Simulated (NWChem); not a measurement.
## Run report: Si2NH6Cl, single-point calculation (part 2 of 2)

Si2NH6Cl; HF/3-21G, RHF (NWChem 7.3.0). A bond length was changed on purpose from its optimised value.

Geometry of the input (Å):
```
N  -0.5975  2.3663  -0.3523
Si -0.1858  0.7503  -0.7104
Si 0.5809  -0.3049  1.2279
Cl -1.7667  -0.4099  -1.4141
H  -1.1639  2.5832  0.4522
H  -0.7547  3.0282  -1.0962
H  0.7920  0.7859  -1.8239
H  0.8722  -2.4826  0.8551
H  -0.4332  -0.1279  2.3038
H  1.8658  0.2933  1.6797
```

**What the program printed, continued**
```
 Vector   21  Occ=2.000000D+00  E=-6.779309D-01
              MO Center= -4.0D-01,  1.9D+00, -3.0D-02, r^2= 3.6D+00
   Bfn.  Coefficient  Atom+Function         Bfn.  Coefficient  Atom+Function
  ----- ------------  ---------------      ----- ------------  ---------------
     5      0.273229   1 N  pz                9      0.270530   1 N  pz
    51     -0.221266   6 H  s                32     -0.210098   3 Si s
     8     -0.202635   1 N  py                4     -0.193699   1 N  py
    28     -0.151974   3 Si s

 Vector   22  Occ=2.000000D+00  E=-5.790925D-01
              MO Center= -5.7D-01,  1.0D+00, -8.1D-01, r^2= 3.6D+00
   Bfn.  Coefficient  Atom+Function         Bfn.  Coefficient  Atom+Function
  ----- ------------  ---------------      ----- ------------  ---------------
     8      0.272571   1 N  py               42      0.247778   4 Cl px
     4      0.230414   1 N  py               17     -0.224198   2 Si py
    46      0.170847   4 Cl px                6     -0.169803   1 N  s
     7     -0.168872   1 N  px               54      0.165362   7 H  s
    19      0.161429   2 Si s

 Vector   23  Occ=2.000000D+00  E=-5.369500D-01
              MO Center= -5.5D-01,  3.9D-01, -7.3D-01, r^2= 4.6D+00
   Bfn.  Coefficient  Atom+Function         Bfn.  Coefficient  Atom+Function
  ----- ------------  ---------------      ----- ------------  ---------------
    16      0.240075   2 Si px               44     -0.239453   4 Cl pz
    43     -0.211862   4 Cl py               48     -0.185677   4 Cl pz
    54      0.179941   7 H  s                47     -0.163786   4 Cl py

 Vector   24  Occ=2.000000D+00  E=-5.025127D-01
              MO Center=  3.7D-02,  1.4D-01,  4.4D-01, r^2= 5.6D+00
   Bfn.  Coefficient  Atom+Function         Bfn.  Coefficient  Atom+Function
  ----- ------------  ---------------      ----- ------------  ---------------
    60      0.300666  10 H  s                43      0.289125   4 Cl py
    29      0.254968   3 Si px               47      0.241694   4 Cl py
    59      0.190261  10 H  s                58     -0.164321   9 H  s
     7     -0.156458   1 N  px

 Vector   25  Occ=2.000000D+00  E=-4.937465D-01
              MO Center= -5.6D-01, -3.1D-02,  1.3D-01, r^2= 5.1D+00
   Bfn.  Coefficient  Atom+Function         Bfn.  Coefficient  Atom+Function
  ----- ------------  ---------------      ----- ------------  ---------------
    44      0.312239   4 Cl pz               58     -0.305435   9 H  s
    48      0.258878   4 Cl pz               31     -0.190101   3 Si pz
    57     -0.178805   9 H  s                43     -0.169867   4 Cl py
    18      0.166320   2 Si pz

 Vector   26  Occ=2.000000D+00  E=-4.535597D-01
              MO Center= -1.4D+00, -1.5D-01, -1.3D+00, r^2= 2.5D+00
   Bfn.  Coefficient  Atom+Function         Bfn.  Coefficient  Atom+Function
  ----- ------------  ---------------      ----- ------------  ---------------
    42      0.453796   4 Cl px               46      0.412098   4 Cl px
    44     -0.230473   4 Cl pz               54     -0.224023   7 H  s
    43     -0.217862   4 Cl py               38     -0.210588   4 Cl px
    48     -0.190558   4 Cl pz               47     -0.182428   4 Cl py

 Vector   27  Occ=2.000000D+00  E=-4.275381D-01
              MO Center= -8.2D-01,  1.3D+00, -7.0D-01, r^2= 3.7D+00
   Bfn.  Coefficient  Atom+Function         Bfn.  Coefficient  Atom+Function
  ----- ------------  ---------------      ----- ------------  ---------------
     7      0.410052   1 N  px               43      0.336166   4 Cl py
    47      0.322686   4 Cl py                3      0.314035   1 N  px
     8      0.220136   1 N  py               54     -0.175310   7 H  s
     4      0.161330   1 N  py                9      0.155184   1 N  pz
    39     -0.155193   4 Cl py

 Vector   28  Occ=2.000000D+00  E=-4.147291D-01
              MO Center= -2.5D-01, -1.9D-01, -3.0D-02, r^2= 5.3D+00
   Bfn.  Coefficient  Atom+Function         Bfn.  Coefficient  Atom+Function
  ----- ------------  ---------------      ----- ------------  ---------------
    44      0.327174   4 Cl pz               48      0.322584   4 Cl pz
    31      0.260776   3 Si pz               32     -0.239646   3 Si s
    60      0.212026  10 H  s                18     -0.186304   2 Si pz
    58      0.170160   9 H  s                56     -0.168273   8 H  s
    35      0.162276   3 Si pz                7      0.154865   1 N  px

 Vector   29  Occ=2.000000D+00  E=-3.792410D-01
              MO Center=  5.2D-01, -1.2D+00,  7.4D-01, r^2= 4.1D+00
   Bfn.  Coefficient  Atom+Function         Bfn.  Coefficient  Atom+Function
  ----- ------------  ---------------      ----- ------------  ---------------
    56      0.420749   8 H  s                34     -0.267811   3 Si py
    30     -0.250657   3 Si py               55      0.195475   8 H  s
    19     -0.192256   2 Si s                32      0.191836   3 Si s

 Vector   30  Occ=0.000000D+00  E= 6.215836D-02
              MO Center=  6.1D-01, -9.6D-01,  8.8D-01, r^2= 4.3D+00
   Bfn.  Coefficient  Atom+Function         Bfn.  Coefficient  Atom+Function
  ----- ------------  ---------------      ----- ------------  ---------------
    56      0.797335   8 H  s                34      0.638861   3 Si py
     6     -0.330193   1 N  s                30      0.257777   3 Si py
    28     -0.228469   3 Si s                21      0.222511   2 Si py
    35      0.174199   3 Si pz               55      0.162719   8 H  s

 Vector   31  Occ=0.000000D+00  E= 1.308310D-01
              MO Center=  2.9D-02,  2.3D-01,  1.6D-01, r^2= 5.2D+00
   Bfn.  Coefficient  Atom+Function         Bfn.  Coefficient  Atom+Function
  ----- ------------  ---------------      ----- ------------  ---------------
    33      0.797068   3 Si px               20      0.771507   2 Si px
    58      0.724881   9 H  s                60     -0.617449  10 H  s
    45      0.500590   4 Cl s                19     -0.303251   2 Si s
    54     -0.300654   7 H  s                47      0.293848   4 Cl py
    46      0.264848   4 Cl px               35     -0.228226   3 Si pz

 Vector   32  Occ=0.000000D+00  E= 1.404433D-01
              MO Center=  2.2D-01,  5.3D-02,  2.8D-01, r^2= 5.9D+00
   Bfn.  Coefficient  Atom+Function         Bfn.  Coefficient  Atom+Function
  ----- ------------  ---------------      ----- ------------  ---------------
    19      1.677280   2 Si s                32     -1.533566   3 Si s
    35      1.207683   3 Si pz               21     -1.080954   2 Si py
    22      0.939283   2 Si pz               33      0.624985   3 Si px
    34     -0.507437   3 Si py               45     -0.370966   4 Cl s
    46     -0.302250   4 Cl px               20      0.231598   2 Si px

 Vector   33  Occ=0.000000D+00  E= 1.831465D-01
              MO Center=  4.0D-01, -1.6D-02,  6.2D-01, r^2= 6.2D+00
   Bfn.  Coefficient  Atom+Function         Bfn.  Coefficient  Atom+Function
  ----- ------------  ---------------      ----- ------------  ---------------
    35      0.851670   3 Si pz               58     -0.743316   9 H  s
    22      0.731424   2 Si pz               21      0.722675   2 Si py
     6     -0.660902   1 N  s                60     -0.533744  10 H  s
    32      0.462196   3 Si s                45      0.452386   4 Cl s
    34     -0.378992   3 Si py               46      0.321079   4 Cl px

 Vector   34  Occ=0.000000D+00  E= 2.168926D-01
              MO Center= -3.4D-01,  8.0D-01, -5.3D-01, r^2= 6.4D+00
   Bfn.  Coefficient  Atom+Function         Bfn.  Coefficient  Atom+Function
  ----- ------------  ---------------      ----- ------------  ---------------
    33      0.857694   3 Si px               60     -0.828121  10 H  s
    19      0.819250   2 Si s                22     -0.782998   2 Si pz
     6     -0.754162   1 N  s                20     -0.663485   2 Si px
    32      0.644260   3 Si s                54     -0.627320   7 H  s
    45     -0.568897   4 Cl s                50      0.435216   5 H  s

 Vector   35  Occ=0.000000D+00  E= 2.500450D-01
              MO Center=  3.4D-01,  7.7D-01,  8.4D-01, r^2= 5.9D+00
   Bfn.  Coefficient  Atom+Function         Bfn.  Coefficient  Atom+Function
  ----- ------------  ---------------      ----- ------------  ---------------
    32      1.319003   3 Si s                60     -1.144792  10 H  s
    34      0.949958   3 Si py                6      0.889973   1 N  s
    58     -0.892390   9 H  s                21     -0.765573   2 Si py
    22     -0.725673   2 Si pz               35      0.654146   3 Si pz
    45     -0.427489   4 Cl s                19     -0.381210   2 Si s

 Vector   36  Occ=0.000000D+00  E= 2.799046D-01
              MO Center=  1.1D-01,  5.7D-01, -2.4D-01, r^2= 6.0D+00
   Bfn.  Coefficient  Atom+Function         Bfn.  Coefficient  Atom+Function
  ----- ------------  ---------------      ----- ------------  ---------------
    54      1.551514   7 H  s                20     -1.280210   2 Si px
    33      1.194068   3 Si px               22      1.150977   2 Si pz
    58      0.891963   9 H  s                50     -0.633012   5 H  s
    35     -0.547992   3 Si pz               32     -0.495054   3 Si s
    60     -0.423036  10 H  s                19     -0.409617   2 Si s

 Vector   37  Occ=0.000000D+00  E= 3.147245D-01
              MO Center= -5.2D-01,  2.2D+00, -1.0D+00, r^2= 4.5D+00
   Bfn.  Coefficient  Atom+Function         Bfn.  Coefficient  Atom+Function
  ----- ------------  ---------------      ----- ------------  ---------------
    52      1.482446   6 H  s                21     -0.968312   2 Si py
     8     -0.811261   1 N  py               19     -0.553774   2 Si s
    22     -0.468144   2 Si pz               32      0.443518   3 Si s
    34      0.415187   3 Si py                6     -0.403362   1 N  s
    50      0.362833   5 H  s                 9      0.343860   1 N  pz

 Vector   38  Occ=0.000000D+00  E= 3.188734D-01
              MO Center= -9.2D-01,  2.2D+00,  5.6D-03, r^2= 3.8D+00
   Bfn.  Coefficient  Atom+Function         Bfn.  Coefficient  Atom+Function
  ----- ------------  ---------------      ----- ------------  ---------------
    50      1.398241   5 H  s                 9     -0.835425   1 N  pz
    21     -0.721322   2 Si py               22      0.707804   2 Si pz
    54      0.661202   7 H  s                19     -0.450568   2 Si s
    52     -0.443769   6 H  s                 7      0.440608   1 N  px
    20     -0.359956   2 Si px               33      0.319065   3 Si px

 Vector   39  Occ=0.000000D+00  E= 4.258105D-01
              MO Center=  3.9D-01,  4.5D-01,  4.1D-01, r^2= 7.2D+00
   Bfn.  Coefficient  Atom+Function         Bfn.  Coefficient  Atom+Function
  ----- ------------  ---------------      ----- ------------  ---------------
    19      1.361863   2 Si s                32      1.200919   3 Si s
    28     -0.996545   3 Si s                15     -0.990704   2 Si s
    22     -0.813049   2 Si pz               35      0.672310   3 Si pz
    31     -0.563368   3 Si pz               52     -0.553957   6 H  s
    18      0.435401   2 Si pz               54     -0.308759   7 H  s

 Vector   40  Occ=0.000000D+00  E= 4.601027D-01
              MO Center=  4.2D-01,  1.6D-01,  6.2D-01, r^2= 4.7D+00
   Bfn.  Coefficient  Atom+Function         Bfn.  Coefficient  Atom+Function
  ----- ------------  ---------------      ----- ------------  ---------------
    29      0.809827   3 Si px               16      0.757839   2 Si px
    20     -0.680693   2 Si px               31     -0.593418   3 Si pz
    33     -0.485423   3 Si px               35      0.395308   3 Si pz
    30      0.321551   3 Si py               34     -0.281135   3 Si py
    58      0.253959   9 H  s                50     -0.222452   5 H  s

 Vector   41  Occ=0.000000D+00  E= 4.828006D-01
              MO Center=  1.3D-01,  8.0D-01,  2.5D-01, r^2= 5.4D+00
   Bfn.  Coefficient  Atom+Function         Bfn.  Coefficient  Atom+Function
  ----- ------------  ---------------      ----- ------------  ---------------
    19      1.217041   2 Si s                32     -1.058757   3 Si s
    34     -0.895077   3 Si py               18      0.867407   2 Si pz
    30      0.671132   3 Si py               28      0.654295   3 Si s
    22     -0.615227   2 Si pz               15     -0.512369   2 Si s
    52     -0.453038   6 H  s                31      0.446837   3 Si pz

 Vector   42  Occ=0.000000D+00  E= 4.854761D-01
              MO Center=  4.6D-01,  1.3D-01,  5.0D-01, r^2= 5.2D+00
   Bfn.  Coefficient  Atom+Function         Bfn.  Coefficient  Atom+Function
  ----- ------------  ---------------      ----- ------------  ---------------
    33     -1.156317   3 Si px               20      1.145755   2 Si px
    29      0.996173   3 Si px               16     -0.787860   2 Si px
    45      0.490668   4 Cl s                32      0.363288   3 Si s
    31      0.269951   3 Si pz               25     -0.249322   3 Si px
    41     -0.249878   4 Cl s                28     -0.232390   3 Si s

 Vector   43  Occ=0.000000D+00  E= 5.102423D-01
              MO Center= -3.2D-01,  2.9D-01,  1.4D-01, r^2= 4.5D+00
   Bfn.  Coefficient  Atom+Function         Bfn.  Coefficient  Atom+Function
  ----- ------------  ---------------      ----- ------------  ---------------
    19      1.174740   2 Si s                15     -0.896862   2 Si s
    31      0.833251   3 Si pz               20     -0.774625   2 Si px
    16      0.665676   2 Si px               35     -0.559641   3 Si pz
    28     -0.507829   3 Si s                32      0.503627   3 Si s
    50     -0.471732   5 H  s                22      0.368691   2 Si pz

 center of mass
 --------------
 x =  -0.98605454 y =   0.60240135 z =  -0.63893217

 moments of inertia (a.u.)
 ------------------
         868.641221025346         -31.593352939551        -343.303588121033
         -31.593352939551         822.611536166225          37.084509419538
        -343.303588121033          37.084509419538         770.044723223716

  Mulliken analysis of the total density
  --------------------------------------

    Atom       Charge   Shell Charges
 -----------   ------   -------------------------------------------------------
    1 N    7     8.06   1.99  0.35  1.83  1.34  2.55
    2 Si  14    13.00   2.00  1.97  5.87  0.69  1.51  0.47  0.47
    3 Si  14    13.63   2.00  1.98  5.87  0.67  1.52  0.75  0.85
    4 Cl  17    17.49   2.00  1.96  5.91  1.10  3.03  0.95  2.54
    5 H    1     0.66   0.44  0.22
    6 H    1     0.65   0.43  0.21
    7 H    1     1.17   0.43  0.74
    8 H    1     1.06   0.27  0.79
    9 H    1     1.15   0.42  0.73
   10 H    1     1.15   0.42  0.73

       Multipole analysis of the density wrt the origin
       ------------------------------------------------

     L   x y z        total         open         nuclear
     -   - - -        -----         ----         -------
     0   0 0 0     -0.000000      0.000000     58.000000

     1   1 0 0      0.357816      0.000000    -51.980423
     1   0 1 0      1.364076      0.000000     37.628141
     1   0 0 1      0.425465      0.000000    -31.922939

     2   2 0 0    -41.055998      0.000000    241.934700
     2   1 1 0     -4.030142      0.000000    -29.461024
     2   1 0 1     -3.138862      0.000000    205.400503
     2   0 2 0    -35.625806      0.000000    264.120681
     2   0 1 1     -1.613316      0.000000    -50.695402
     2   0 0 2    -38.697185      0.000000    273.656411

 Task  times  cpu:        2.8s     wall:        2.8s
 Total times  cpu:        2.8s     wall:        2.8s
```

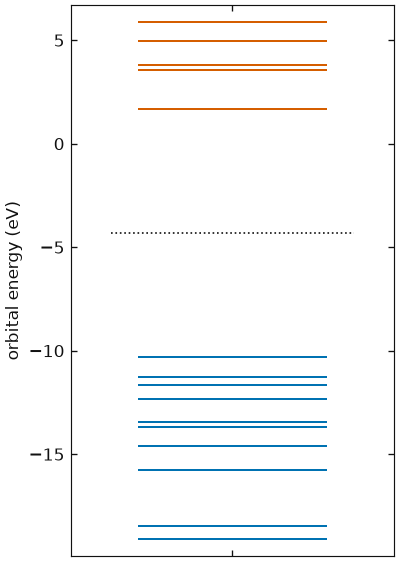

**Figure 1.** Orbital energies near the frontier; the dotted line parts filled from empty levels, and levels within 0.02 eV of each other stand side by side. Highest filled −10.32 eV, lowest empty 1.69 eV, 12.01 eV apart.

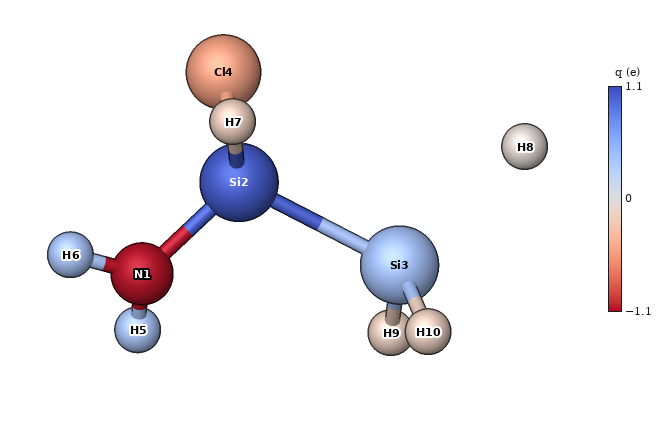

**Figure 2.** Mulliken charges, as the colour of each atom (ball-and-stick view, seen on its broad side; atoms are numbered from 1 in the order of the input). By element: N −1.06, Si +0.37 to +1.00, Cl −0.49 and H −0.17 to +0.35 e.
